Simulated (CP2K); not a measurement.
**CH3FN2 (SMILES [H]/N=C(/N)F): AM1**

Aim: the energy difference between two shapes of CH3FN2 at AM1, from 2 runs. 

Program for the calculation: CP2K 2026.2.

4 further runs of the same task are left out: 2 that didn't finish, 2 set aside as unsound or not needed.

**1. Starting point**

CH3FN2: 7 atoms, total charge 0, spin state singlet. SMILES: `[H]/N=C(/N)F`. The shape is that of a PBE0-D4/def2-TZVP optimisation. This is one conformer, not always the lowest.

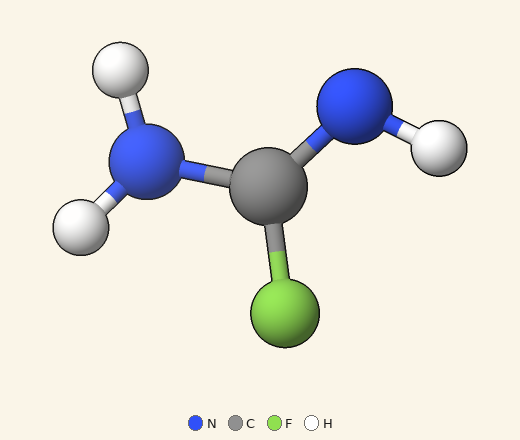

The structure, seen from a chosen angle (nitrogen blue, carbon grey, fluorine green, hydrogen white).

**2. Energy and gradient at AM1**

File molecule.xyz:

```xyz
7

N     -0.840100     1.050100    -0.309600
C     -0.251200    -0.045500    -0.170400
N      0.778100    -0.298500     0.674700
F     -0.590100    -1.174800    -0.827900
H     -1.621000     0.976300    -0.951000
H      1.221200     0.511600     1.070800
H      1.364500    -1.087200     0.467700
```

File run.inp:

```
&GLOBAL
  PROJECT_NAME run
  RUN_TYPE ENERGY_FORCE
  PRINT_LEVEL MEDIUM
&END GLOBAL

&FORCE_EVAL
  METHOD QUICKSTEP
  &DFT
    CHARGE 0
    MULTIPLICITY 1
    &QS
      METHOD AM1
      EPS_DEFAULT 1.0E-10
      &SE
        &COULOMB
          CUTOFF [angstrom] 50
          RC_RANGE [angstrom] 0
        &END COULOMB
        &EXCHANGE
          CUTOFF [angstrom] 50
          RC_RANGE [angstrom] 0
        &END EXCHANGE
      &END SE
    &END QS
    &POISSON
      PERIODIC NONE
      POISSON_SOLVER ANALYTIC
    &END POISSON
    &SCF
      SCF_GUESS ATOMIC
      EPS_SCF 1.0E-06
      MAX_SCF 100
      ADDED_MOS 8
      &DIAGONALIZATION
        ALGORITHM STANDARD
      &END DIAGONALIZATION
      &MIXING
        METHOD DIRECT_P_MIXING
        ALPHA 0.4
      &END MIXING
    &END SCF
    &PRINT
      &MOMENTS
        PERIODIC F
        REFERENCE COM
        MAX_MOMENT 1
      &END MOMENTS
      &MO ON
        ENERGIES T
        OCCUPATION_NUMBERS T
        NDIGITS 6
        &EACH
          QS_SCF 0
        &END EACH
        ADD_LAST NUMERIC
      &END MO
      &HIRSHFELD OFF
      &END HIRSHFELD
    &END PRINT
  &END DFT
  &SUBSYS
    &CELL
      ABC [angstrom] 11 10.2 10
      PERIODIC NONE
    &END CELL
    &TOPOLOGY
      COORD_FILE_NAME molecule.xyz
      COORD_FILE_FORMAT XYZ
      &CENTER_COORDINATES
      &END CENTER_COORDINATES
    &END TOPOLOGY
  &END SUBSYS
  &PRINT
    &FORCES ON
    &END FORCES
  &END PRINT
&END FORCE_EVAL
```

Started as:

```
OMP_NUM_THREADS=1 cp2k.psmp -i run.inp -o run.out
```

Output:

```text
CP2K| version string:                                       CP2K version 2026.2
[...]
 GLOBAL| Method name                                                        CP2K
[...]
 GLOBAL| Run type                                                   ENERGY_FORCE
[...]
 *** WARNING in qs_environment.F:2210 :: More added MOs requested than     ***
 *** available. The full set of unoccupied MOs will be used. Use           ***
 *** 'ADDED_MOS -1' to always use all available MOs and to get rid of this ***
[...]
                             - Atoms:                                          7
[...]
                             - Spherical basis functions:                     19
[...]
 Number of electrons:                                                         24
[...]
     1 P_Mix/Diag. 0.40E+00    0.0     0.66527140       -33.2487209704 -3.32E+01
[...]
    17 DIIS/Diag.  0.71E-07    0.0     0.00000020       -39.2408043530 -2.26E-12
  *** SCF run converged in    17 steps ***
  Core-core repulsion energy [eV]:                           1589.66104954799425
  Core Hamiltonian energy [eV]:                             -1763.61557588932487
  Two-electron integral energy [eV]:                        -1787.68412749780259
  Electronic energy [eV]:                                   -2657.45763963822628
  Total energy [eV]:                                        -1067.79659009023203
  Atomic reference energy [eV]:                              1066.91913897236532
  Heat of formation [kcal/mol]:                               -20.23450507689389
[...]
 SE_DIPOLE| Moment [Debye]         -1.71624510       0.89781359       0.26919729
 SE_DIPOLE| Derivative [a.u.]       0.00000000       0.00000000       0.00000000
 ENERGY| Total FORCE_EVAL ( QS ) energy [hartree]            -39.240804353026640
 FORCES| Atomic forces [hartree/bohr]
 FORCES|   Atom     x               y               z               |f|
 FORCES|      1 -6.02398668E-02  8.21849081E-02 -2.39644709E-02   1.04678061E-01
 FORCES|      2  1.86698162E-02 -4.89235053E-02 -3.61725970E-03   5.24895797E-02
 FORCES|      3  5.76966840E-02 -2.28498922E-03  4.34624750E-02   7.22711232E-02
 FORCES|      4 -1.60916427E-02 -3.96812357E-02 -2.64709188E-02   5.03413445E-02
 FORCES|      5  4.20596519E-03  1.04498573E-02  7.68119409E-03   1.36341631E-02
 FORCES|      6  3.89678179E-04 -9.42758957E-03  1.89068217E-04   9.43753362E-03
 FORCES|      7 -4.63063418E-03  7.68255437E-03  2.71991216E-03   9.37349117E-03
 FORCES| Sum     5.55111512E-17 -1.11022302E-16  5.13478149E-16
 FORCES| Total atomic force                                       5.28268160E-16
[...]
```

It took 0.28 s on 1 thread of Arm Neoverse V1, shared host.

**3. The distorted shape, same level**

File molecule.xyz:

```xyz
7

N     -0.873691     1.103463    -0.334771
C     -0.241815    -0.050076    -0.168348
N      0.802870    -0.314105     0.658559
F     -0.592383    -1.180185    -0.827663
H     -1.627614     0.920941    -0.956676
H      1.200606     0.508267     1.052541
H      1.394865    -1.057895     0.482892
```

File gas.inp:

```
&GLOBAL
  PROJECT gas
  RUN_TYPE ENERGY_FORCE
  PRINT_LEVEL MEDIUM
&END GLOBAL

&FORCE_EVAL
  METHOD Quickstep
  &DFT
    &QS
      METHOD AM1
      EPS_DEFAULT 1.0E-10
      &SE
        &COULOMB
          CUTOFF [angstrom] 50
          RC_RANGE [angstrom] 0
        &END COULOMB
        &EXCHANGE
          CUTOFF [angstrom] 50
          RC_RANGE [angstrom] 0
        &END EXCHANGE
      &END SE
    &END QS
    # no periodic images
    &POISSON
      PERIODIC NONE
      POISSON_SOLVER ANALYTIC
    &END POISSON
    &SCF
      SCF_GUESS ATOMIC
      EPS_SCF 1.0E-06
      MAX_SCF 100
      ADDED_MOS 8
      &DIAGONALIZATION
        ALGORITHM STANDARD
      &END DIAGONALIZATION
      &MIXING
        METHOD DIRECT_P_MIXING
        ALPHA 0.4
      &END MIXING
    &END SCF
    &PRINT
      &MOMENTS
        PERIODIC F
        REFERENCE COM
        MAX_MOMENT 1
      &END MOMENTS
      &MO ON
        ENERGIES T
        OCCUPATION_NUMBERS T
        NDIGITS 6
        &EACH
          QS_SCF 0
        &END EACH
        ADD_LAST NUMERIC
      &END MO
      &HIRSHFELD OFF
      &END HIRSHFELD
    &END PRINT
  &END DFT
  # structure
  &SUBSYS
    # vacuum box
    &CELL
      ABC 11 10.3 10
      PERIODIC NONE
    &END CELL
    &TOPOLOGY
      COORD_FILE_NAME molecule.xyz
      COORD_FILE_FORMAT XYZ
      &CENTER_COORDINATES
      &END CENTER_COORDINATES
    &END TOPOLOGY
  &END SUBSYS
  # extra output
  &PRINT
    &FORCES ON
    &END FORCES
  &END PRINT
&END FORCE_EVAL
```

Started as:

```
OMP_NUM_THREADS=1 cp2k.psmp -i gas.inp > gas.out 2>&1
```

Output:

```text
CP2K| version string:                                       CP2K version 2026.2
[...]
 GLOBAL| Method name                                                        CP2K
[...]
 GLOBAL| Run type                                                   ENERGY_FORCE
[...]
 *** WARNING in qs_environment.F:2210 :: More added MOs requested than     ***
 *** available. The full set of unoccupied MOs will be used. Use           ***
 *** 'ADDED_MOS -1' to always use all available MOs and to get rid of this ***
[...]
                             - Atoms:                                          7
[...]
                             - Spherical basis functions:                     19
[...]
 Number of electrons:                                                         24
[...]
     1 P_Mix/Diag. 0.40E+00    0.0     0.67794943       -33.3007889525 -3.33E+01
[...]
    17 DIIS/Diag.  0.36E-07    0.0     0.00000045       -39.2443663135 -2.20E-12
  *** SCF run converged in    17 steps ***
  Core-core repulsion energy [eV]:                           1575.15025452056739
  Core Hamiltonian energy [eV]:                             -1760.53048480817483
  Two-electron integral energy [eV]:                        -1765.02657135516961
  Electronic energy [eV]:                                   -2643.04377048575952
  Total energy [eV]:                                        -1067.89351596519236
  Atomic reference energy [eV]:                              1066.91913897236532
  Heat of formation [kcal/mol]:                               -22.46966902965770
[...]
 SE_DIPOLE| Moment [Debye]         -1.92506783       1.16052474       0.05641052
 SE_DIPOLE| Derivative [a.u.]       0.00000000       0.00000000       0.00000000
 ENERGY| Total FORCE_EVAL ( QS ) energy [hartree]            -39.244366313545385
 FORCES| Atomic forces [hartree/bohr]
 FORCES|   Atom     x               y               z               |f|
 FORCES|      1  9.84850348E-03 -2.44369100E-02  2.44109212E-03   2.64596773E-02
 FORCES|      2 -2.64088646E-02  2.89332688E-02 -1.86699562E-02   4.33950393E-02
 FORCES|      3  2.39096734E-02  2.99509768E-02  3.88774509E-02   5.45911136E-02
 FORCES|      4 -1.51081199E-02 -2.62141954E-02 -2.00011362E-02   3.62696123E-02
 FORCES|      5 -9.51663586E-03  1.23049101E-02 -3.34914180E-03   1.59120684E-02
 FORCES|      6  6.60007753E-03 -2.84722835E-03  6.52817547E-03   9.71003644E-03
 FORCES|      7  1.06753660E-02 -1.76908220E-02 -5.82648433E-03   2.14680353E-02
 FORCES| Sum    -3.33066907E-16 -8.88178420E-16 -4.85722573E-16
 FORCES| Total atomic force                                       1.06570206E-15
[...]
```

Wall time 0.26 s (1 thread of Arm Neoverse V1, shared host).

**4. What came out**

At AM1:

```
                                                  quantity           value
                                 first shape: total energy    -39.24080 Eh
                                first shape: dipole moment          1.96 D
                                  first shape: HOMO energy       -10.24 eV
                                  first shape: LUMO energy         1.36 eV
                                first shape: HOMO–LUMO gap        11.60 eV
    first shape: heat of formation at this unrelaxed shape  -20.2 kcal/mol
                     first shape: largest force on an atom      5.383 eV/Å
                             distorted shape: total energy    -39.24437 Eh
                            distorted shape: dipole moment          2.25 D
                              distorted shape: HOMO energy       -10.06 eV
                              distorted shape: LUMO energy         0.98 eV
                            distorted shape: HOMO–LUMO gap        11.04 eV
distorted shape: heat of formation at this unrelaxed shape  -22.5 kcal/mol
                 distorted shape: largest force on an atom      2.807 eV/Å
                    energy change with the atoms displaced       -0.097 eV
```

In words: With the atoms displaced the energy falls by 0.10 eV (9.4 kJ/mol). The first shape isn't relaxed at this level, so the change isn't measured from a minimum. The largest force (first shape) is 5.38 eV/Å: the shape isn't a stationary point for this species at this level.
